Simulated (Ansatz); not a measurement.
# What NaMgI3 (built on the sites of a database entry of CsMgF3) distorts into, part 2 of 2

Wanted: the energy along a soft mode of NaMgI3 (built on the sites of a database entry of CsMgF3) and the structure at the end.

Ansatz 0.2.0; DFT r2SCAN, scalar-relativistic, plane waves, PAW.

So far, highest frequency on the path or at a solved wavevector (cm⁻¹): step 2 (phonons on a q mesh) 228. Also lowest frequency on the path (cm⁻¹): step 2 -76.2.

The structure was built from a prototype and need not be the compound's stable phase.

**6. Relaxation from the frozen mode**

Starting from the lowest point found, all atoms and the cell are let go, so that strain and other modes of the same symmetry can join in.

input.yaml

```yaml
crystal:
  lattice:
    - [5.7884207145, 5.7884207145, 0.0]
    - [5.7884207145, 0.0, 5.7884207145]
    - [5.7884207145, 0.0, -5.7884207145]
  atoms:
    - { symbol: Na, position: [-0.0732953062, 0.0732953062, 0.0] }
    - { symbol: Na, position: [0.0732953062, 0.4267046938, 0.5] }
    - { symbol: Mg, position: [0.5, 0.25, 0.75] }
    - { symbol: Mg, position: [0.5, 0.75, 0.25] }
    - { symbol: I, position: [0.4945871805, 0.0054128195, 0.5] }
    - { symbol: I, position: [0.5054128195, 0.4945871805, 0.0] }
    - { symbol: I, position: [0.0, 0.4972935902, -0.0027064098] }
    - { symbol: I, position: [0.0, 0.0027064098, 0.5027064098] }
    - { symbol: I, position: [0.5, 0.0027064098, 0.0027064098] }
    - { symbol: I, position: [0.5, 0.4972935902, 0.4972935902] }
kpoints:
  mp_grid: { grid: [4, 4, 4] }
hamiltonian:
  xc: r2scan
scf:
  occupations: { method: fixed }
output:
  forces: true
  stress: true
  eigenvalues: true
  write_density: true
  write_potential: true
  elf: true
  volumetric_format: npy
relax:
  adjacent_minimum: "off"
  f_tol: 0.002
  max_steps: 120
  cell: { stress_tol: 0.03 }
```

On the command line:

```sh
$ ansatz run input.yaml --threads 8 --pin off --max-ram 14336MiB --backend cpu --events-out ev --progress --plain --runs-dir out
```

Numbers of over 12 decimals in the logs are rounded to 6 here.

Output:

```text
[...]
Crystal: 10 atoms, lattice volume = 387.891 Å³
Basis set: ecut = 500 eV, 9841 PW (Γ), exchange–correlation on 240×240×240 points (64 copies of the dense FFT grid, shifted against one another)
Bands: 84, of which v1, the nominal top of the filled ones, is band 70 counted from 1 (69 counted from 0)
Symmetry: 8 space group operations
[...]
k-points: 18 of 64
[...]
SCF iter   1: F=—  HF=-52009.391387 eV  |F-HF|=—  |Δ(HF+E_count)|=         —  Δρ=4.32e-3  dr2=4.83e-2  dr2_τ=4.73e-3  ethr=1.77e-3  ⟨swp⟩=5.9  Hψ=4771  notcnv=0  defer=203
[...]
SCF iter   6: F=-52009.452294 eV  HF=-52009.452294 eV  |F-HF|=4.01e-8  |Δ(HF+E_count)|=   9.78e-7  Δρ=4.42e-6  dr2=9.00e-8  dr2_τ=2.94e-9  ethr=7.14e-11  ⟨swp⟩=22.4  Hψ=15509  notcnv=0
SCF 1 converged in 6 iterations: F = -52009.452294 eV  dr2 = 9.00e-8
[...]
relax step   1: F+E_penalty+E_count = -52009.45229373 eV  Δ(F+E_penalty+E_count) = +0.000e0 eV  max|allowed force component| = 1.326e-1 eV/Å  Δτ_max = 0.0000 Å  P = +0.139 GPa  Ω = 387.891 Å³  (6 SCF iters, dr2 threshold 1.00e-7 eV, accepted)
Crystal: 10 atoms, lattice volume = 393.089 Å³
Basis set: ecut = 500 eV, 9893 PW (Γ), exchange–correlation on 240×240×240 points (64 copies of the dense FFT grid, shifted against one another)
[...]
iter 1 solved again at ethr=4.93e-5 eV; its pass at ethr=3.10e-3 eV (dr2=6.90e-2 eV) is discarded
[...]
SCF iter   6: F=-52009.491033 eV  HF=-52009.491033 eV  |F-HF|=7.03e-7  |Δ(HF+E_count)|=   3.19e-6  Δρ=1.04e-5  dr2=3.19e-7  dr2_τ=3.25e-8  ethr=7.14e-10  ⟨swp⟩=20.5  Hψ=14545  notcnv=0
SCF 2 converged in 6 iterations: F = -52009.491033 eV  dr2 = 3.19e-7
relax step   2: F+E_penalty+E_count = -52009.49103334 eV  Δ(F+E_penalty+E_count) = -3.874e-2 eV  max|allowed force component| = 1.396e-1 eV/Å  Δτ_max = 0.0910 Å  P = -0.099 GPa  Ω = 393.089 Å³  energy of the carried Pulay correction = -6.013e-4 eV  (6 SCF iters, dr2 threshold 1.00e-6 eV, accepted)
Crystal: 10 atoms, lattice volume = 394.025 Å³
Basis set: ecut = 500 eV, 9949 PW (Γ), exchange–correlation on 240×240×240 points (64 copies of the dense FFT grid, shifted against one another)
[...]
SCF iter   6: F=-52009.585702 eV  HF=-52009.585699 eV  |F-HF|=2.44e-6  |Δ(HF+E_count)|=   8.77e-6  Δρ=1.61e-5  dr2=9.50e-7  dr2_τ=9.30e-8  ethr=7.14e-10  ⟨swp⟩=22.4  Hψ=16328  notcnv=0
SCF 3 converged in 6 iterations: F = -52009.585702 eV  dr2 = 9.50e-7
relax step   3: F+E_penalty+E_count = -52009.58570177 eV  Δ(F+E_penalty+E_count) = -9.467e-2 eV  max|allowed force component| = 1.047e-1 eV/Å  Δτ_max = 0.1954 Å  P = +0.041 GPa  Ω = 394.025 Å³  energy of the carried Pulay correction = -7.088e-4 eV  (6 SCF iters, dr2 threshold 1.00e-6 eV, accepted)
[... from here on, the SCF cycles and remarks between the steps are left out ...]
relax step   4: F+E_penalty+E_count = -52009.68384913 eV  Δ(F+E_penalty+E_count) = -9.815e-2 eV  max|allowed force component| = 1.981e-1 eV/Å  Δτ_max = 0.1953 Å  P = +0.066 GPa  Ω = 396.273 Å³  energy of the carried Pulay correction = -9.658e-4 eV  (6 SCF iters, dr2 threshold 6.85e-7 eV, accepted)
relax step   5: F+E_penalty+E_count = -52009.83215782 eV  Δ(F+E_penalty+E_count) = -1.483e-1 eV  max|allowed force component| = 2.321e-1 eV/Å  Δτ_max = 0.1956 Å  P = -0.032 GPa  Ω = 398.513 Å³  energy of the carried Pulay correction = -1.220e-3 eV  (6 SCF iters, dr2 threshold 1.00e-6 eV, accepted)
relax step   6: F+E_penalty+E_count = -52010.00805742 eV  Δ(F+E_penalty+E_count) = -1.759e-1 eV  max|allowed force component| = 1.922e-1 eV/Å  Δτ_max = 0.1950 Å  P = -0.164 GPa  Ω = 398.612 Å³  energy of the carried Pulay correction = -1.232e-3 eV  (7 SCF iters, dr2 threshold 1.00e-6 eV, accepted)
relax step   7: F+E_penalty+E_count = -52010.13036463 eV  Δ(F+E_penalty+E_count) = -1.223e-1 eV  max|allowed force component| = 1.070e-1 eV/Å  Δτ_max = 0.1948 Å  P = -0.188 GPa  Ω = 395.144 Å³  energy of the carried Pulay correction = -8.369e-4 eV  (7 SCF iters, dr2 threshold 1.00e-6 eV, accepted)
relax step   8: F+E_penalty+E_count = -52010.22151992 eV  Δ(F+E_penalty+E_count) = -9.116e-2 eV  max|allowed force component| = 8.677e-2 eV/Å  Δτ_max = 0.2000 Å  P = +0.146 GPa  Ω = 378.801 Å³  energy of the carried Pulay correction = +1.071e-3 eV  (7 SCF iters, dr2 threshold 7.15e-7 eV, accepted)
relax step   9: F+E_penalty+E_count = -52010.25547190 eV  Δ(F+E_penalty+E_count) = -3.395e-2 eV  max|allowed force component| = 9.893e-2 eV/Å  Δτ_max = 0.1945 Å  P = +0.245 GPa  Ω = 371.577 Å³  energy of the carried Pulay correction = +1.941e-3 eV  (7 SCF iters, dr2 threshold 4.71e-7 eV, accepted)
relax step  10: F+E_penalty+E_count = -52010.32874781 eV  Δ(F+E_penalty+E_count) = -7.328e-2 eV  max|allowed force component| = 1.188e-1 eV/Å  Δτ_max = 0.1997 Å  P = +0.248 GPa  Ω = 365.074 Å³  energy of the carried Pulay correction = +2.738e-3 eV  (7 SCF iters, dr2 threshold 6.35e-7 eV, accepted)
relax step  11: F+E_penalty+E_count = -52010.42166414 eV  Δ(F+E_penalty+E_count) = -9.292e-2 eV  max|allowed force component| = 1.440e-1 eV/Å  Δτ_max = 0.1949 Å  P = +0.169 GPa  Ω = 359.765 Å³  energy of the carried Pulay correction = +3.400e-3 eV  (6 SCF iters, dr2 threshold 8.83e-7 eV, accepted)
relax step  12: F+E_penalty+E_count = -52010.51690723 eV  Δ(F+E_penalty+E_count) = -9.524e-2 eV  max|allowed force component| = 1.276e-1 eV/Å  Δτ_max = 0.1910 Å  P = +0.124 GPa  Ω = 355.072 Å³  energy of the carried Pulay correction = +3.992e-3 eV  (6 SCF iters, dr2 threshold 1.00e-6 eV, accepted)
relax step  13: F+E_penalty+E_count = -52010.57707463 eV  Δ(F+E_penalty+E_count) = -6.017e-2 eV  max|allowed force component| = 6.966e-2 eV/Å  Δτ_max = 0.1941 Å  P = -0.031 GPa  Ω = 353.991 Å³  energy of the carried Pulay correction = +4.129e-3 eV  (6 SCF iters, dr2 threshold 1.00e-6 eV, accepted)
relax step  14: F+E_penalty+E_count = -52010.58275797 eV  Δ(F+E_penalty+E_count) = -5.683e-3 eV  max|allowed force component| = 6.847e-2 eV/Å  Δτ_max = 0.1217 Å  P = +0.025 GPa  Ω = 353.765 Å³  energy of the carried Pulay correction = +4.158e-3 eV  (6 SCF iters, dr2 threshold 3.03e-7 eV, accepted)
relax step  15: F+E_penalty+E_count = -52010.59000050 eV  Δ(F+E_penalty+E_count) = -7.243e-3 eV  max|allowed force component| = 1.306e-2 eV/Å  Δτ_max = 0.0767 Å  P = +0.030 GPa  Ω = 353.399 Å³  energy of the carried Pulay correction = +4.205e-3 eV  (6 SCF iters, dr2 threshold 2.93e-7 eV, accepted)
relax step  16: F+E_penalty+E_count = -52010.59040218 eV  Δ(F+E_penalty+E_count) = -4.017e-4 eV  max|allowed force component| = 2.675e-3 eV/Å  Δτ_max = 0.0147 Å  P = -0.011 GPa  Ω = 354.114 Å³  energy of the carried Pulay correction = +4.114e-3 eV  (6 SCF iters, dr2 threshold 1.71e-8 eV, accepted)
relax step  17: F+E_penalty+E_count = -52010.59047493 eV  Δ(F+E_penalty+E_count) = -7.275e-5 eV  max|allowed force component| = 4.952e-4 eV/Å  Δτ_max = 0.0021 Å  P = +0.000 GPa  Ω = 353.915 Å³  energy of the carried Pulay correction = +4.139e-3 eV  (5 SCF iters, dr2 threshold 2.65e-9 eV, accepted)
[...]
SCF iter   5: F=-52010.587282 eV  HF=-52010.587282 eV  |F-HF|=1.46e-11  |Δ(HF+E_count)|=  3.64e-10  Δρ=1.09e-7  dr2=1.69e-11  dr2_τ=2.15e-12  ethr=1.00e-12  ⟨swp⟩=20.6  Hψ=11789  notcnv=0
SCF 18 converged in 5 iterations: F = -52010.587282 eV  dr2 = 1.69e-11
relax step  18: F+E_penalty+E_count = -52010.58728210 eV  Δ(F+E_penalty+E_count) = +3.193e-3 eV  max|allowed force component| = 4.845e-4 eV/Å  Δτ_max = 0.0000 Å  P = -0.005 GPa  Ω = 353.915 Å³  stress off target by 9.53e-3 GPa  SCF on the basis re-selected at this cell (its energy is not comparable with the rows above)  (5 SCF iters)
basis re-selected at this cell: Δ(F+E_penalty+E_count) = +3.193e-3 eV, ΔP = -0.006 GPa vs the last step (what re-selecting the basis moved, of the pressure what is left beyond the Pulay correction that the steps carried, after the strain that the cell walked since its last selection, with what the two solves' SCF thresholds leave and, on support functions, any second-order correction that the steps lacked; it is no m [...]
SCF converged after 5 iterations
Free energy (F): -52010.587282 eV
[...]
Internal energy: -52010.587282 eV  (E = F + TS)
E sigma→0 (E₀):  -52010.587282 eV
Fermi energy:    3.815559 eV
[...]
--- Forces (eV/Å), atoms counted from 1 ---
  atom   1  Na     0.00000000    -0.00022529     0.00022529
  atom   2  Na     0.00000000     0.00022529    -0.00022529
  atom   3  Mg     0.00000000    -0.00000000     0.00000000
  atom   4  Mg     0.00000000    -0.00000000     0.00000000
  atom   5  I      0.00000000    -0.00048449     0.00048449
  atom   6  I      0.00000000     0.00048449    -0.00048449
  atom   7  I      0.00027226     0.00000000     0.00000000
  atom   8  I     -0.00027226     0.00000000     0.00000000
  atom   9  I     -0.00027226    -0.00000000     0.00000000
  atom  10  I      0.00027226     0.00000000    -0.00000000
  max |Σ_I F_I| component: 1.08e-19 eV/Å
--- Stress (GPa, compression-positive) ---
       -0.004909      -0.000000       0.000000
       -0.000000      -0.005741       0.003790
        0.000000       0.003790      -0.005741
  P = ⅓ Tr σ = -0.0055 GPa (-0.055 kbar)
--- Band table (eV; the first three rows and the last of 18) ---
  k-point 0: bands = [... 66 lower, 3.2848, 3.6274, 3.6738, 3.7904, 6.8032, 8.3025, 8.4714, 9.2058, ... 10 higher]
  k-point 1: bands = [... 66 lower, 3.2516, 3.4708, 3.4759, 3.6847, 7.2867, 8.6646, 8.8156, 9.4382, ... 10 higher]
  k-point 2: bands = [... 66 lower, 3.2309, 3.2309, 3.5543, 3.5543, 8.1444, 8.1444, 9.3891, 9.3891, ... 10 higher]
  k-point 17: bands = [... 66 lower, 3.1490, 3.1648, 3.2471, 3.7625, 7.3114, 8.3350, 9.0372, 9.5514, ... 10 higher]
--- Relaxed structure (17 steps of the walk, 17 accepted, 1 SCFs on fresh bases) ---
  F+E_penalty+E_count = -52010.58728210 eV   max|allowed force component| = 4.845e-4 eV/Å   (the final SCF, on the basis selected at the relaxed cell)
  cell:  # Å, volume = 353.9148 Å³
    - [5.618106, 5.615264, 0.183028]
    - [5.618106, 0.183028, 5.615264]
    - [5.618106, -0.183028, -5.615264]
  atoms:
    - { symbol: Na, position: [-0.048605, 0.048605, 0.0] }
    - { symbol: Na, position: [0.048605, 0.451395, 0.500000] }
    - { symbol: Mg, position: [0.5, 0.250000, 0.750000] }
    - { symbol: Mg, position: [0.5, 0.750000, 0.250000] }
    - { symbol: I, position: [0.638287, -0.138287, 0.500000] }
    - { symbol: I, position: [0.361713, 0.638287, 5.551115123125783e-17] }
    - { symbol: I, position: [0.0, 0.430668, -0.069332] }
    - { symbol: I, position: [-3.469446951953614e-18, 0.069332, 0.569332] }
    - { symbol: I, position: [0.5, 0.069332, 0.069332] }
    - { symbol: I, position: [0.5, 0.430668, 0.430668] }
```

Wall time 3.6 min (8 threads of Arm Neoverse V2, shared host); peak memory 3.1 GiB; 28 min of CPU time.

The steps of the relaxation:

```
step  energy less that of the first step (eV)  largest force component (eV/Å)  pressure (GPa)  volume (Å³)
   1                                   0.0000                          0.1326            0.14       387.89
   2                                  -0.0387                          0.1396           -0.10       393.09
   3                                  -0.1334                          0.1047            0.04       394.03
   4                                  -0.2316                          0.1981            0.07       396.27
   5                                  -0.3799                          0.2321           -0.03       398.51
   6                                  -0.5558                          0.1922           -0.16       398.61
   7                                  -0.6781                          0.1070           -0.19       395.14
   8                                  -0.7692                          0.0868            0.15       378.80
   9                                  -0.8032                          0.0989            0.24       371.58
  10                                  -0.8765                          0.1188            0.25       365.07
  11                                  -0.9694                          0.1440            0.17       359.77
  12                                  -1.0646                          0.1276            0.12       355.07
  13                                  -1.1248                          0.0697           -0.03       353.99
  14                                  -1.1305                          0.0685            0.03       353.76
  15                                  -1.1377                          0.0131            0.03       353.40
  16                                  -1.1381                          0.0027           -0.01       354.11
  17                                  -1.1382                          0.0005            0.00       353.91
 18*                                  -1.1350                          0.0005           -0.01       353.91
```

Relaxation steps marked * repeat the geometry before them on a plane-wave basis chosen anew for their cell, so energy and pressure can jump there.

Forces are held to the 8 operations that the run works with; a distortion that breaks them can't arise in this run.

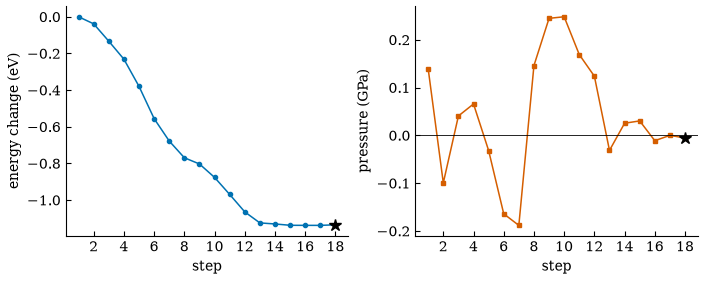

Energy and pressure along the relaxation. Stars mark steps on a basis chosen anew.

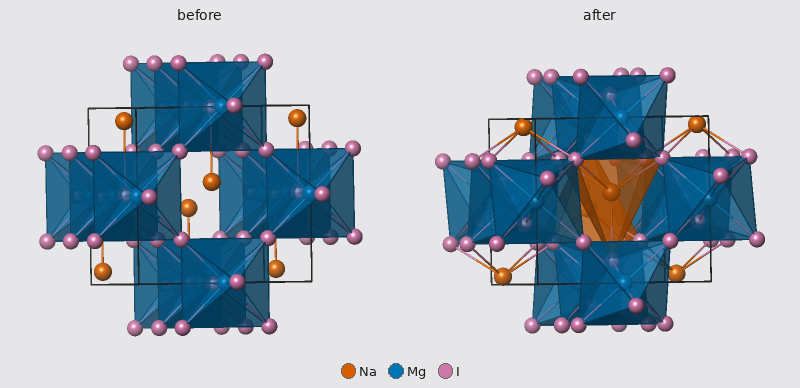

The structure before and after the relaxation, drawn at the same scale.

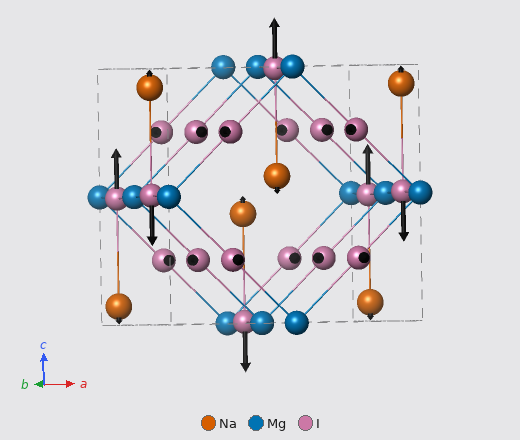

Displacements in the relaxation, exaggerated, measured against the changing cell; the longest in the cell stands for 1.10 Å. Some periodic images of atoms are drawn too.

| conventional cell, symmetrised | before | after | change |
| --- | --- | --- | --- |
| a (Å) | 8.186 | 8.200 | +0.2 % |
| b (Å) | 11.577 | 11.236 | -2.9 % |
| c (Å) | 8.186 | 7.682 | -6.2 % |
| volume (Å³/atom) | 38.79 | 35.39 | -8.8 % |

The atoms that moved most (Å, as changes of fractional coordinates times the final cell):

| atom | dx | dy | dz | length |
| --- | --- | --- | --- | --- |
| I6 | 0.000 | -0.781 | 0.781 | 1.104 |
| I5 | 0.000 | 0.781 | -0.781 | 1.104 |
| I9 | 0.749 | 0.000 | 0.000 | 0.749 |
| I8 | 0.749 | 0.000 | 0.000 | 0.749 |
| I7 | -0.749 | 0.000 | 0.000 | 0.749 |
| I10 | -0.749 | 0.000 | 0.000 | 0.749 |
| Na2 | 0.000 | -0.134 | 0.134 | 0.190 |
| Na1 | 0.000 | 0.134 | -0.134 | 0.190 |

Final coordinates:

```xyz
10
Lattice="5.6181 5.6153 0.1830 5.6181 0.1830 5.6153 5.6181 -0.1830 -5.6153" Properties=species:S:1:pos:R:3 pbc="T T T"
Na    0.0000   -0.2640    0.2640
Na    5.6181    0.2640   -0.2640
Mg    8.4272    2.7161   -2.7161
Mg    8.4272    2.8991    2.8991
I     5.6181    3.4673   -3.4673
I     5.6181    2.1479    3.6504
I     2.0300    0.0915    2.8076
I     3.5881   -0.0915   -2.8076
I     3.5881    2.8076    0.0915
I     7.6481    2.8076    0.0915
```

This step gave:

```
pressure          : -0.005464 GPa
gap on the k-mesh : 2.988 eV
volume per atom   : 35.39 Å³
```

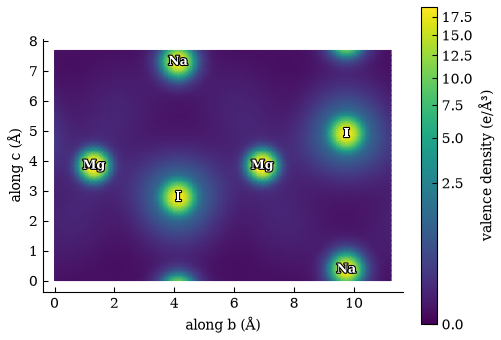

Valence density in the bc plane of the conventional cell at fractional x = 0.000, with atoms of Na and Mg and I within 0.2 Å of it. It is the smooth field of the valence electrons, not physical close to the nuclei. The map starts off the cell's origin, so that atoms lie inside it. The colour scale is stretched toward low values.

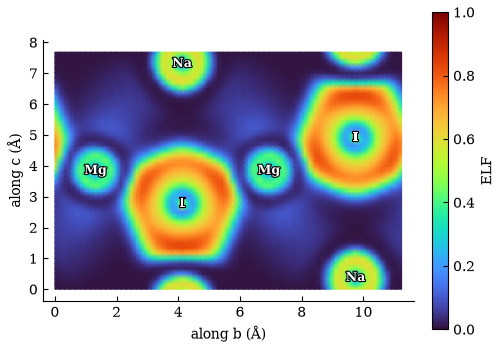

ELF in the bc plane of the conventional cell at fractional x = 0.000, with atoms of Na and Mg and I within 0.2 Å of it. It is the smooth field of the valence electrons, not physical close to the nuclei. The map starts off the cell's origin, so that atoms lie inside it.

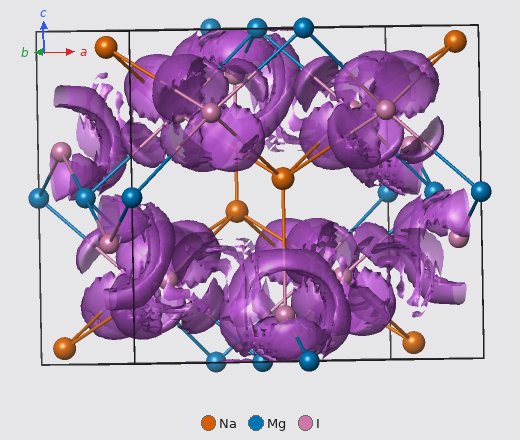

Surface of ELF = 0.76.

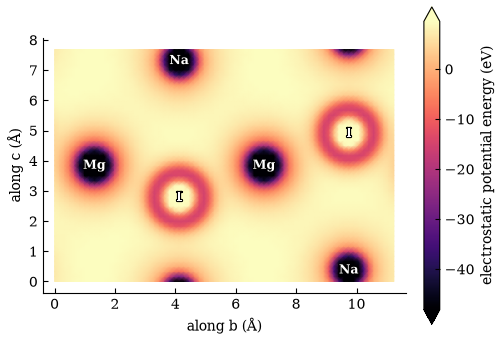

Electrostatic potential energy in the bc plane of the conventional cell at fractional x = 0.000, with atoms of Na and Mg and I within 0.2 Å of it. With pseudopotentials it is smooth inside the atoms' cores, unlike the true potential. The map starts off the cell's origin, so that atoms lie inside it.

The distorted start has space group Imma; the relaxation ends in Imma.

**7. The phases reached**

The phases reached along the modes that were followed are set side by side.

Energies are those of the first relaxation, on the mesh of the frozen mode; space group, volume and gap are those of the last relaxation. Phases, by row:

```
                  mode frozen in  space group  energy from parent (meV/atom)  volume (Å³/atom)  gap on mesh (eV)  lowest zone-centre optical mode (cm⁻¹)  largest shift (Å)
                          parent        Pm-3m                              0             38.79             1.822                                       –                  –
         q = (0, 0, 0), 76i cm⁻¹         P4mm                         -44.32             40.36             1.671                                    21.2              1.206
         q = (0, 0, 0), 76i cm⁻¹          R3m                         -36.57             40.21             1.758                                    -4.5                  1
         q = (0, 0, 0), 76i cm⁻¹         Amm2                         -37.22             40.04             1.824                                   -32.1              1.019
q = (-0.5, -0.5, -0.5), 74i cm⁻¹       I4/mmm                         -30.05             39.84             1.771                                       –              1.107
q = (-0.5, -0.5, -0.5), 74i cm⁻¹         R-3m                         -32.82             40.13             1.753                                       –              1.211
q = (-0.5, -0.5, -0.5), 74i cm⁻¹         Imma                         -128.3             35.39             2.988                                       –              1.062
```

**8. Outcome**

* unstable mode of the parent: q = (-0.5, -0.5, -0.5), 74i cm⁻¹
* depth at the lowest point sampled: 14.9 meV/atom
* largest atomic shift at that point: 0.6 Å
* space group reached (within 0.01 Å): Imma
* energy gained over the parent (first relaxation, on the mesh of the frozen mode): 128 meV/atom
* volume per atom, phase reached: 35.4 Å³
* gap on the k-mesh, phase reached: 2.99 eV

From this start the structure relaxes into Imma, 128 meV/atom below the parent. At the parent's cell the well is 14.86 meV/atom deep on the steps tried, with its lowest point at a shift of 0.6 Å. That is the last step tried, so the steps alone don't bracket the bottom of the well. Relaxing atoms and cell changes the gain by +113.50 meV/atom against the lowest step (energies at zero smearing). Most of the total comes from this relaxation. The frozen pattern makes up only 6 % of the final shifts of the atoms, so other modes or strain give most of the change. The modes of the phase reached were not computed on this path. Of the 6 patterns followed to their end from this parent, this one reaches the lowest energy. Each path keeps the symmetry of its pattern, so a lower phase may lie along a pattern not tried. Spin-orbit coupling is left out, which can matter for the heavy elements here. The starting cell was built on a prototype and not taken from a measurement, so the phase need not exist.

[Logs are printed without paths, hosts, clocks, repeated set-up lines and the standing remarks that a program may print on its own settings, such as how far it seeks lower states.]

[Hosts, paths, dates, database ids (printed as entryN), source tags and the programs' standing remarks are cut or masked in the printed files.]
